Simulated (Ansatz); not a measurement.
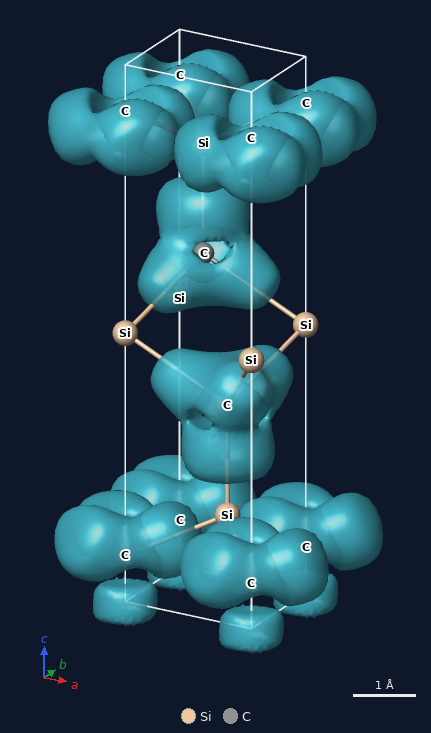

The picture shows: Si3C4. Isosurface of the ELF at 0.7 (cyan), seen slightly off an axis. Core shells and regions of very low density are left out. Sticks mark near contacts.

Space group P-3m1; a generated structure, not necessarily the stable one; computed pressure about −3 GPa in this cell.

Computed with Ansatz 0.2.0, DFT r2SCAN, scalar-relativistic, plane waves, PAW.

Core electrons are frozen (PAW), and the valence fields are smoothed inside the atomic spheres.

Where are the electrons localised?

Answer. The surface consists of one region between bonded C–C atoms and four regions on C in which the atom's valence shell and bonds are merged, counted in one cell of 7 atoms. Regions shared between cells count once. Along the contacts the grid gives the following. C–C (1.53 Å): the ELF peaks at about 0.90 between the atoms. Si–C (1.83 Å): the ELF peaks at about 0.95 between the atoms.

How much charge does the calculation move between the atoms?

Answer. Electrons move from Si towards C. Bader charges: Si +2.71 to +2.83 and C −2.20 to −1.99 e.
